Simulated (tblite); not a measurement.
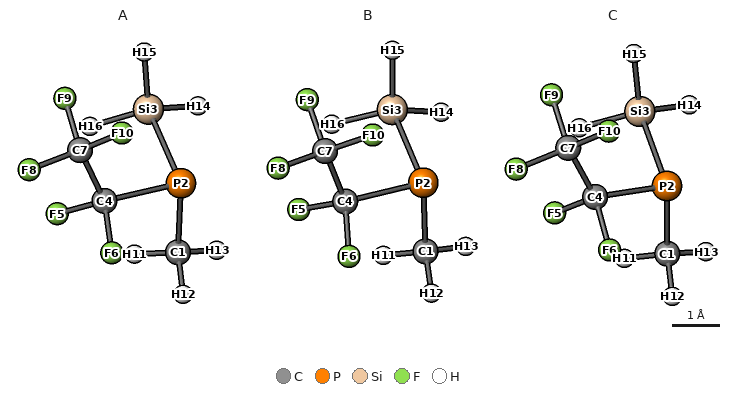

3 geometries from one relaxation of C$_{3}$H$_{6}$F$_{5}$PSi, in shuffled order. A ball-and-stick model, seen from a free direction.

Computed with GFN2-xTB geometry optimisation, gas phase in tblite 0.8.0. 

**Put them in the order of the run, from the start to the converged end.**

C, A, B. They are steps 0, 13, 64, at +0.579 eV, +0.042 eV relative to the last. The energy falls by 0.579 eV in 64 geometry steps. F6 moves most after the best rigid fit: 0.37 Å. Largest moves by element: F 0.37 Å, H 0.19 Å, C 0.17 Å, P 0.10 Å, Si 0.07 Å. Some distances before and after: P2–C4 1.797 → 1.881 Å, P2–Si3 2.212 → 2.262 Å, C7–F8 1.357 → 1.329 Å, Si3–H16 1.490 → 1.462 Å. Among the angles between lasting bonds that change: P2–C4–F5 102.4° → 114.5°, P2–C4–C7 122.7° → 111.0°, P2–C4–F6 98.8° → 109.2°. The run took 0.53 s on 1 thread of Arm Neoverse V1, with other jobs on the host.
